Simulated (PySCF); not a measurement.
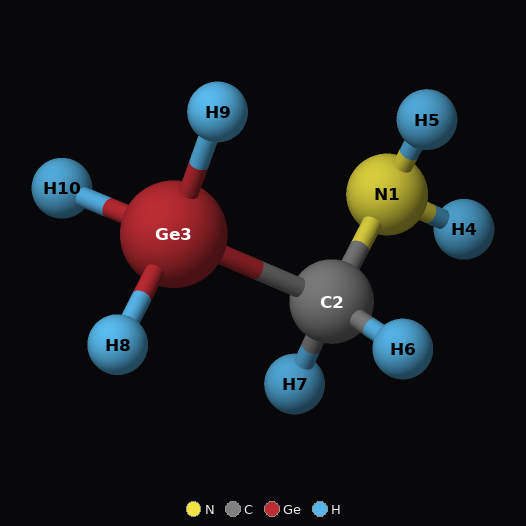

The computed structure is the end point of a PBE0-D3(BJ)/def2-SVP optimisation. No frequency run is at hand to confirm it as a minimum. Level of theory: delta-SCF UKS SCAN, pcX-2 on the ionised atom, pcseg-1 elsewhere, spin-free X2C (PySCF 2.14.0).

Give the core-electron binding energies (to vacuum) of N1 1s, C2 1s.

| atom | level | binding energy (eV) |
| --- | --- | --- |
| N1 | 1s | 405.1 |
| C2 | 1s | 291.1 |
